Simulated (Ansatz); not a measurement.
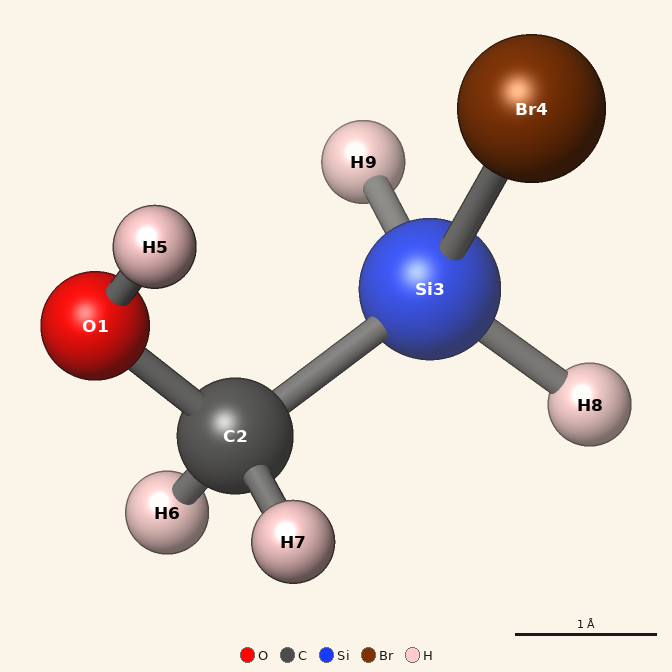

Orthographic view. Atoms fade into the background with distance from the viewer. The geometry was computed by an optimisation with PBE0-D4/def2-TZVP. No frequency run is at hand to confirm it as a minimum.

Write a Z-matrix (Å, degrees) in the order of the atom numbers, with these reference atoms: 2 to 1; 3 to 2, 1; 4 to 3, 2, 1; 5 to 1, 2, 3; 6 to 2, 1, 5; 7 to 2, 6, 1; 8 to 3, 2, 6; 9 to 3, 8, 2.

```
O  
C    1   1.415
Si   2   1.884   1   112.3
Br   3   2.234   2   105.9   1    53.9
H    1   0.963   2   108.2   3   -54.6
H    2   1.095   1   106.9   5  -173.7
H    2   1.099   6   106.6   1   120.0
H    3   1.484   2   112.3   6   -70.2
H    3   1.481   8   110.9   2  -126.6
```
